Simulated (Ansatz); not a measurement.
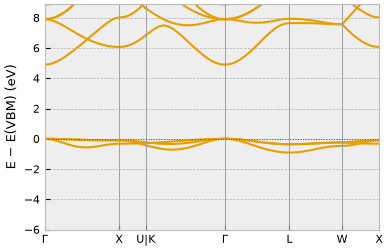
Figure. Band structure from DFT-PBEsol in the program Ansatz with PAW potentials

Read off the gap and where the band edges lie.

About 4.9 eV (4.90 eV by a search for the band edges); maximum at Γ, minimum at Γ.

The material is RbCl (rock salt, Fm-3m).

The cell was relaxed with PBEsol under the symmetry of its start. Spin–orbit coupling is left out wherever it is not named.

Potentials: the later of the program's two PAW sets.
